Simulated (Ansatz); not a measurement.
## Single-point calculation of Al2Cu

Al2Cu, multiplicity 2, computed with UKS PBE0-D4/def2-TZVP (Ansatz 0.2.0).

The geometry comes from this level: PBE0-D4/def2-TZVP. Figures and captions count atoms from 1; the log counts them from 0 in places.

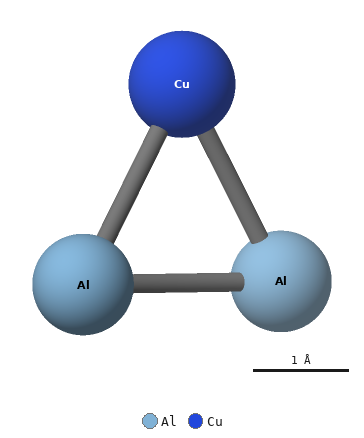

*The structure as given in the input (ball-and-stick view, seen at a tilt). Sticks mark near contacts.*

Bond lengths as drawn: Al–Al 2.50 Å and Al–Cu 2.44 Å.

**Input**
```yaml
crystal:
  periodic: [false, false, false]
  atoms:
    - {symbol: Al, position_ang: [-1.182491, 0.683216, -0.428147]}
    - {symbol: Al, position_ang: [1.305012, 0.540956, -0.229551]}
    - {symbol: Cu, position_ang: [-0.122521, -1.224173, 0.657698]}
basis:
  gaussian: {orbitals: def2-TZVP, initial_orbitals: start.molden}
magnetization: {spin_polarized: true, initial_magnetization: 1}
hamiltonian: {xc: pbe0, dispersion: d4}
output: {forces: true, orbitals: {seedname: orbitals}}
```

Run on 2 threads of Arm Neoverse V2, 23 GiB of memory available, shared host.

Command:
```bash
ansatz run in.yaml --threads 2 --pin off --events-out ev --progress --plain --max-ram 4352MiB
```

**Log**
```
Functional definition: PBE0
  name "PBE0"
  cite "Adamo & Barone, J. Chem. Phys. 110, 6158 (1999) doi:10.1063/1.478522"
  cite "Perdew, Burke & Ernzerhof, Phys. Rev. Lett. 77, 3865 (1996) doi:10.1103/PhysRevLett.77.3865"
  parent pbe
  parameter a = 0.25
  parameter kappa = 0.804
  parameter beta = 0.06672455060314922
  exchange = (1 - a)*pbe_x(kappa = kappa, mu = beta*pi^2/3) + a*exact_x
  correlation = pbe_c(beta = beta)
931 factors; integrals over basis functions are off by at most 1.1e-3 eV
mean field evaluation 1: about -57821.1173 eV, gradient 2.8e-1 eV
mean field evaluation 2: about -57821.1948 eV, gradient 1.8e-4 eV
mean field evaluation 4: about -57821.1948 eV, gradient 1.5e-5 eV
mean field evaluation 8: about -57821.1948 eV, gradient 1.4e-6 eV
mean field evaluation 16: about -57821.1174 eV, gradient 4.2e-1 eV
mean field evaluation 32: about -57821.1948 eV, gradient 2.1e-4 eV
mean field evaluation 64: about -57821.0728 eV, gradient 9.4e-1 eV
mean field -57821.19480760 eV, -2124.8897165657 hartree, gradient 1.3e-6 eV, S^2 0.758613; 8 other end points of the search recorded, 0 dependent functions left out
the calculation of the forces begins
reference -57821.19483241 eV, -2124.8897174776 hartree; 28, 27 occupied and 91, 92 virtual orbitals, 931 factors
Total energy: -57821.28382698 eV, -2124.8929879676 hartree
Atom 0 at    -1.182491     0.683216    -0.428147 Å, force    -0.000076     0.000011    -0.000010 eV/Å
Atom 1 at     1.305012     0.540956    -0.229551 Å, force     0.000077     0.000003     0.000002 eV/Å
Atom 2 at    -0.122521    -1.224173     0.657698 Å, force    -0.000001    -0.000014     0.000008 eV/Å
Dipole moment:    -0.018549    -0.185334     0.099573 e Å
```

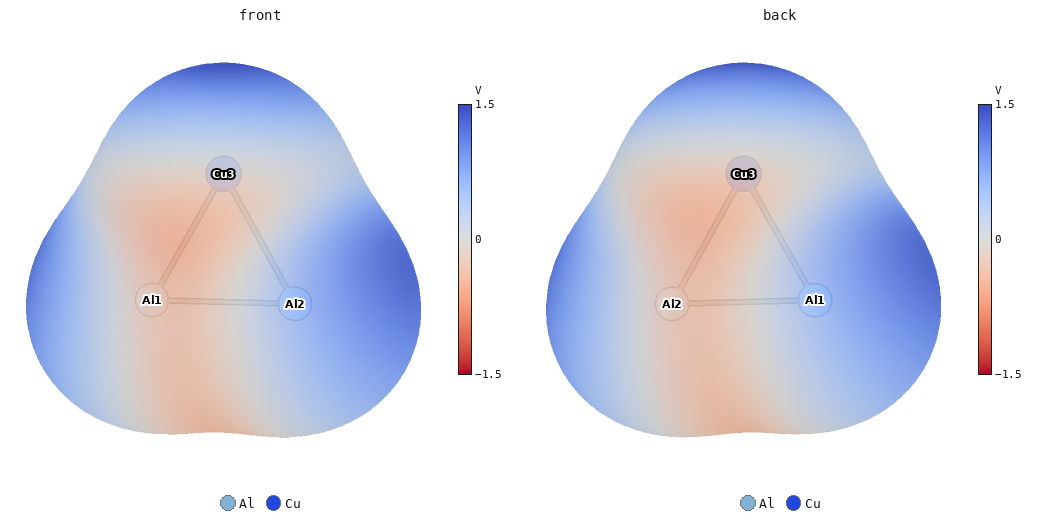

*The electrostatic potential painted on the density surface at 0.002 e/bohr³, seen at a tilt and from behind; red is negative and blue positive.*

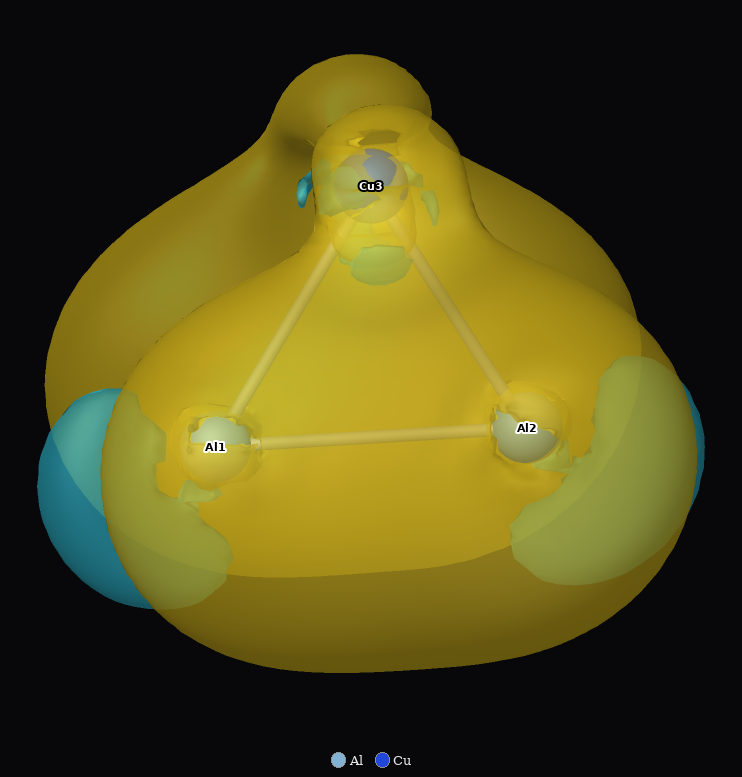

*Isosurfaces of the spin density (α minus β) at +0.006 (yellow) and −0.006 e/Å³ (cyan), seen at a tilt.*

The unpaired spin (1 electron) lies mostly on Al1 (about 0.4), Al2 (about 0.4) and Cu3 (about 0.2), in electrons by Hirshfeld's partition.

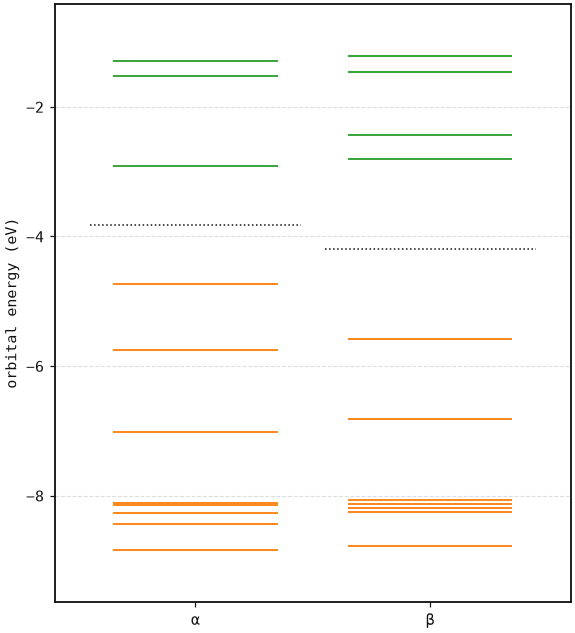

*Orbital energies near the frontier for α and β spins; the dotted line parts filled from empty levels, and levels within 0.02 eV of each other stand side by side.*

α: highest filled −4.74 eV, lowest empty −2.91 eV, 1.83 eV apart; β: highest filled −5.58 eV, lowest empty −2.81 eV, 2.77 eV apart.

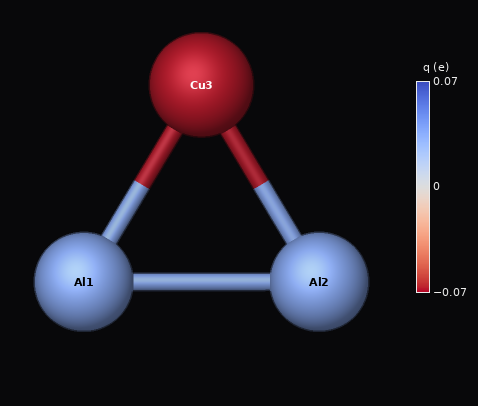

*Mulliken charges, as the colour of each atom (ball-and-stick view, seen at a tilt; atoms are numbered from 1 in the order of the input).*

By element: Al +0.03 and Cu −0.07 e.

**Summary**

- outcome: converged
- total energy: −57821.2838 eV
- mean-field energy: −57821.1948 eV
- dispersion energy: −0.0890 eV
- ⟨S²⟩: 0.759
- SCF solution under orbital rotations: stable
- HOMO (either spin): −4.74 eV
- LUMO (either spin): −2.91 eV
- largest force (length of the vector): under 0.001 eV/Å
- dipole moment: 1.01 D
- wall time: 13 s (CPU time 24 s)
- peak memory: 0.33 GiB
